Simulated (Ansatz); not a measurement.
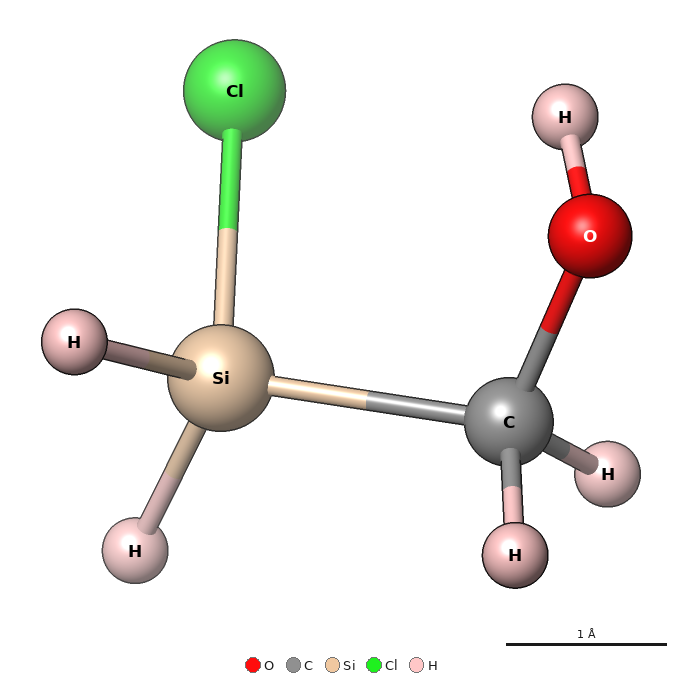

Distant atoms are faded towards the background colour. The geometry was computed by an optimisation with PBE-D4/def2-SVP. No frequency run is at hand to confirm it as a minimum. Masses are those of the most abundant isotopes; constants are for the rigid equilibrium geometry.

> Classify the rotor and give the rotational constants (GHz).

An asymmetric top (C1): A = 6.74, B = 2.88, C = 2.18 GHz. Ray's parameter κ is −0.69, nearer the prolate limit.
